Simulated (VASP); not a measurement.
Band structure of SrMg (space group Pm-3m). Method: r2SCAN+rVV10, VASP's PBE PAW potentials (set 64) (plane waves; VASP).

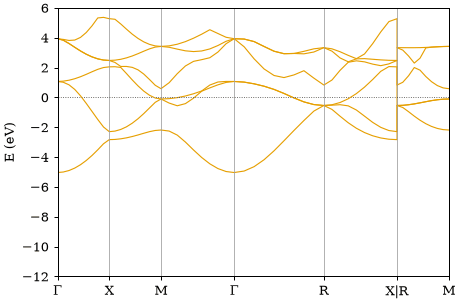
Figure: Bands along high-symmetry lines, zero at the valence-band maximum or, without a gap, the Fermi level

Task: Read the plot: is there a gap, and where are the band edges?

Result: It has no gap at this level: it comes out as a metal or semimetal.

The structure comes from a measured SrMg entry (Pm-3m) of the Crystallography Open Database, whose conditions weren't checked. It was relaxed first, which changed the volume by +23 %.
